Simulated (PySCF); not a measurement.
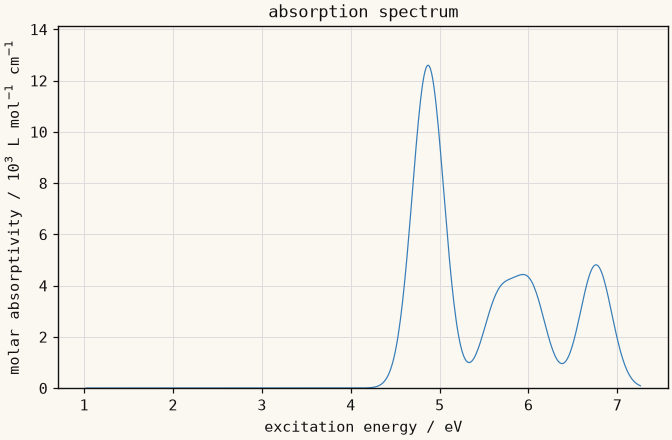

Vertical TDDFT excitations, PBE0/def2-SVPD, PySCF, at a GFN2-xTB geometry (no frequency check), gas phase. The lowest 6 singlet states are shown; each is broadened by a Gaussian of 1/e half-width 0.25 eV.

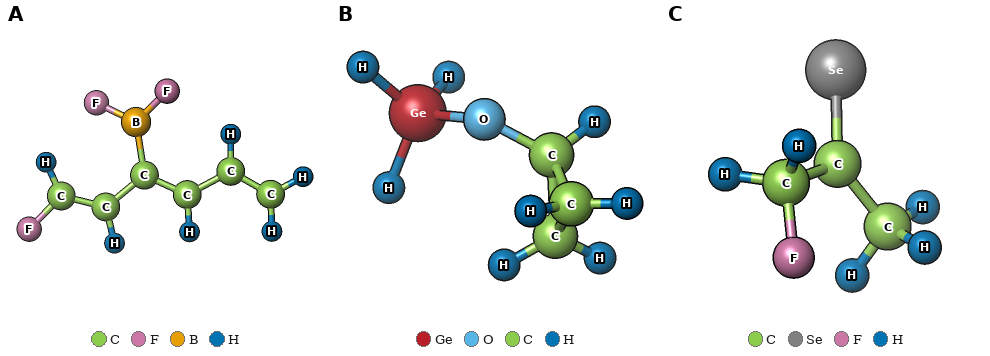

Question: Whose absorption spectrum is this? The candidates are drawn in the second picture.

Answer: Structure C, C₃H₅FSe, SMILES CC(=[Se])CF. Its lowest singlet lies at 2.22 eV (f = 0.000) and the brightest of those computed is S2 at 4.87 eV (255 nm), f = 0.194, mainly HOMO−1 → LUMO (93 %).

Caveats: states above the negative HOMO energy depend on the basis; the tight-binding geometry is rougher than a DFT one and adds to the error; spin-orbit coupling is left out, and with Se it can shift these levels and split any degenerate set; one conformer of a flexible molecule; core orbitals are frozen in the response.
